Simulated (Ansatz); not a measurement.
## What a change does: single-point calculation on Ti₅H₁₄O₁₇

System: Ti₅H₁₄O₁₇.
Method of run 1: RKS PBE0-D4/def2-TZVP (Ansatz 0.2.0).

The geometry comes from this level: PBE-D4/def2-SVP. Text and figures count atoms from 1; the logs count them from 0 in places.

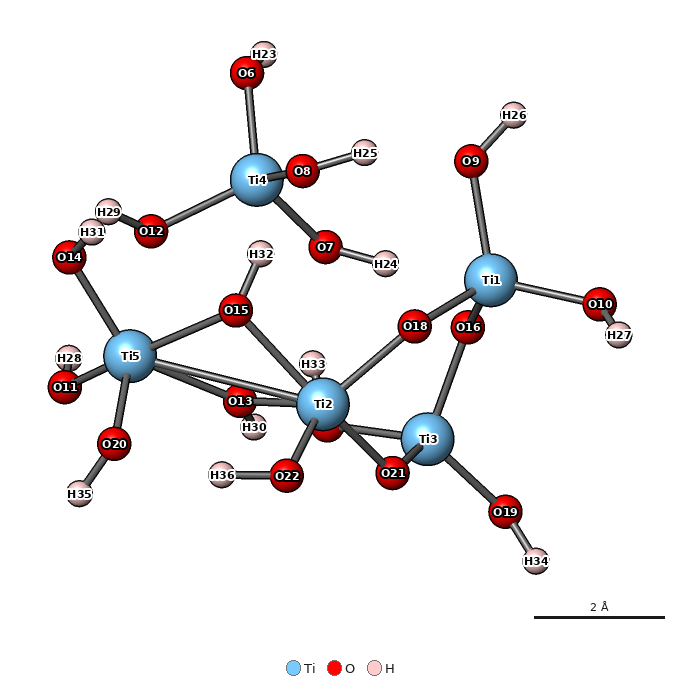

Figure 1. The structure (ball-and-stick view, seen at a tilt; atoms are numbered from 1 in the order of the input). Sticks mark near contacts. Bond lengths as drawn: H–O 0.97 to 1.01 Å, O–Ti 1.76 to 2.05 Å and Ti–Ti 3.11 Å.

### The input, run 1
```yaml
crystal:
  periodic: [false, false, false]
  atoms:
    - {symbol: Ti, position_ang: [2.170418, -1.974019, 0.669102]}
    - {symbol: Ti, position_ang: [1.471463, 1.195252, 0.052988]}
    - {symbol: Ti, position_ang: [0.682944, -0.059194, 2.946478]}
    - {symbol: Ti, position_ang: [-1.815216, -1.541425, -0.867622]}
    - {symbol: Ti, position_ang: [-1.057587, 2.192166, -1.461694]}
    - {symbol: O, position_ang: [-2.830180, -2.913532, -1.442428]}
    - {symbol: O, position_ang: [-1.609492, -1.631998, 0.928904]}
    - {symbol: O, position_ang: [-0.199575, -1.613805, -1.679263]}
    - {symbol: O, position_ang: [1.476468, -3.229415, -0.515008]}
    - {symbol: O, position_ang: [3.738471, -2.515939, 1.355599]}
    - {symbol: O, position_ang: [-2.603861, 2.769310, -0.759113]}
    - {symbol: O, position_ang: [-2.510384, 0.078637, -1.354102]}
    - {symbol: O, position_ang: [-0.426407, 1.503317, 0.351707]}
    - {symbol: O, position_ang: [-1.642829, 1.710184, -3.174589]}
    - {symbol: O, position_ang: [0.574145, 0.980193, -1.751995]}
    - {symbol: O, position_ang: [0.925011, -1.651759, 1.999541]}
    - {symbol: O, position_ang: [-1.088561, 0.406558, 2.713024]}
    - {symbol: O, position_ang: [2.365497, -0.451577, -0.201521]}
    - {symbol: O, position_ang: [1.207534, -0.090260, 4.671210]}
    - {symbol: O, position_ang: [-0.006917, 3.702326, -1.584651]}
    - {symbol: O, position_ang: [1.598836, 1.079193, 1.955335]}
    - {symbol: O, position_ang: [2.285281, 2.702809, -0.395776]}
    - {symbol: H, position_ang: [-3.368745, -3.522471, -0.908087]}
    - {symbol: H, position_ang: [-0.741263, -1.895541, 1.348036]}
    - {symbol: H, position_ang: [0.461756, -2.347061, -1.476839]}
    - {symbol: H, position_ang: [1.814505, -4.124651, -0.690422]}
    - {symbol: H, position_ang: [4.618373, -2.110824, 1.257378]}
    - {symbol: H, position_ang: [-3.290867, 2.160058, -0.428728]}
    - {symbol: H, position_ang: [-2.520198, 0.408589, -2.298571]}
    - {symbol: H, position_ang: [-0.821310, 1.454013, 1.267809]}
    - {symbol: H, position_ang: [-0.921702, 1.426919, -3.769475]}
    - {symbol: H, position_ang: [0.391510, 0.004022, -1.881198]}
    - {symbol: H, position_ang: [-1.607172, -0.244832, 2.169234]}
    - {symbol: H, position_ang: [1.975971, 0.326477, 5.098418]}
    - {symbol: H, position_ang: [-0.366384, 4.531813, -1.215398]}
    - {symbol: H, position_ang: [1.670437, 3.286479, -0.928305]}
basis:
  gaussian: {orbitals: def2-TZVP, fitting: {mean_field: def2-universal-jkfit}, initial_orbitals: start.molden}
hamiltonian: {xc: pbe0, dispersion: d4}
scf: {omitted_lower_state_checks: [starts]}
output: {orbitals: {seedname: orbitals}}
```

Command:
```bash
ansatz run in.yaml --threads 2 --pin off --events-out ev --progress --plain --max-ram 22528MiB --backend cuda --devices 0, --max-vram 18GiB
```

Hardware: 2 CPU threads, shared host.

### Output (run 1)
```
Functional definition: PBE0
  parameter a = 0.25
  parameter kappa = 0.804
  parameter beta = 0.06672455060314922
  exchange = (1 - a)*pbe_x(kappa = kappa, mu = beta*pi^2/3) + a*exact_x
  correlation = pbe_c(beta = beta)
these checks for a lower state are left out or cut short: starts
2881 factors; integrals over basis functions are off by at most 8.8e-1 eV
mean field evaluation 1: about -150565.9087 eV, gradient 3.9e2 eV
mean field evaluation 2: about -150585.3006 eV, gradient 2.0e1 eV
mean field evaluation 4: about -150586.6523 eV, gradient 1.8e-2 eV
mean field evaluation 8: about -150586.6516 eV, gradient 2.3e-5 eV
mean field -150586.65163235 eV, -5533.9573761905 hartree, gradient 2.3e-5 eV, S^2 0.000000; 0 other end points of the search recorded, 0 dependent functions left out
reference -150586.65171536 eV, -5533.9573792408 hartree; 130, 130 occupied and 706, 706 virtual orbitals, 2881 factors
Total energy: -150588.11371211 eV, -5534.0111066304 hartree
Checks for a lower state left out: starts
```

The input of run 2 differs as follows (lines with − go, lines with + come):
```diff
-  gaussian: {orbitals: def2-TZVP, fitting: {mean_field: def2-universal-jkfit}, initial_orbitals: start.molden}
+  gaussian: {orbitals: def2-SVP, fitting: {mean_field: def2-universal-jkfit}, initial_orbitals: start.molden}
```

Predict how the results change.

The total energies belong to different models, so their difference says nothing on which is more stable or more accurate. The HOMO goes from −8.72 to −8.49 eV. The basis functions go from 836 to 463.

### Output (run 2)
```
Functional definition: PBE0
  parameter a = 0.25
  parameter kappa = 0.804
  parameter beta = 0.06672455060314922
  exchange = (1 - a)*pbe_x(kappa = kappa, mu = beta*pi^2/3) + a*exact_x
  correlation = pbe_c(beta = beta)
these checks for a lower state are left out or cut short: starts
2881 factors; integrals over basis functions are off by at most 1.6e-1 eV
mean field evaluation 1: about -150528.5585 eV, gradient 2.4e1 eV
mean field evaluation 2: about -150529.7597 eV, gradient 8.1e-1 eV
mean field evaluation 4: about -150529.7604 eV, gradient 7.6e-2 eV
mean field -150529.76045287 eV, -5531.8666639067 hartree, gradient 6.7e-5 eV, S^2 0.000000; 0 other end points of the search recorded, 0 dependent functions left out
reference -150529.76058703 eV, -5531.8666688371 hartree; 130, 130 occupied and 333, 333 virtual orbitals, 2881 factors
Total energy: -150531.22258378 eV, -5531.9203962267 hartree
Checks for a lower state left out: starts
```

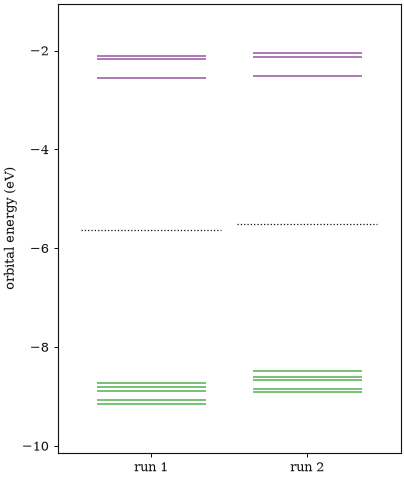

Figure 2. The five highest filled and three lowest empty orbital energies of the two runs; the dotted lines part filled from empty levels. The HOMO–LUMO gap is 6.16 eV in run 1 and 5.97 eV in run 2.

### The two runs side by side

| quantity | run 1 | run 2 |
| --- | --- | --- |
| outcome | converged | converged |
| total energy (hartree) | −5534.011107 | −5531.920396 |
| HOMO (eV) | −8.72 | −8.49 |
| LUMO (eV) | −2.56 | −2.53 |
| basis functions | 836 | 463 |
| wall time (shared host) | 6.5 s | 4.9 s |
